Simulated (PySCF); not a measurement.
# CCl2F3Ga (GaCl2(CF3)): the cost of one run

Computed with PySCF 2.14.0, with density-fitted response routines of our own, on a single molecule in the gas phase. Atoms count from 0, in the outputs and in this text.

## (1) Starting geometry

7 atoms, charge 0, multiplicity 1; geometry from: GFN2-xTB. The atoms were then displaced at random by about 0.03 Å, so the start is not that level's minimum.

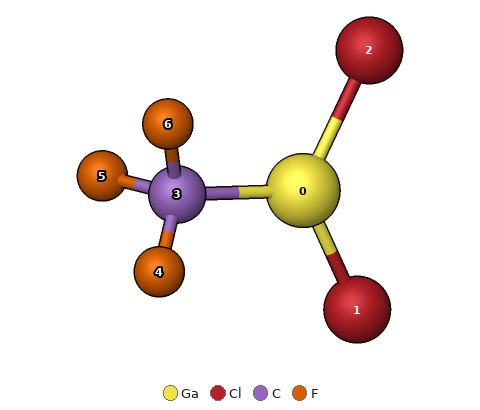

The starting geometry (gallium yellow, chlorine red, carbon purple, fluorine orange), atoms numbered.

## (2) Geometry optimisation at PBE0-D3(BJ)/def2-SVP

Job settings and geometry (Å):

```
{"job": {"xc": "PBE0", "basis": "def2-SVP", "d3": "d3bj", "grid": 1, "maxiter": 40, "shake": 0.03, "kind": "geom"}, "charge": 0, "multiplicity": 1}
Ga     0.631880     0.906640    -0.004970
Cl     2.633380     0.853200     0.052540
Cl    -0.632210     2.719120    -0.041190
C     -0.374230    -0.814980    -0.029920
F      0.179980    -1.778640     0.651540
F     -0.695890    -1.308440    -1.256770
F     -1.651050    -0.678920     0.560220
```

Run with:

```sh
$ OMP_NUM_THREADS=1 python probes_run.py task.json out
```

This one command runs all jobs of the session in turn.

**Question.** How long does this first job take on 1 thread of AMD EPYC, shared host, and how much memory does it need?

About 3.7 min, with a peak of 0.56 GiB.
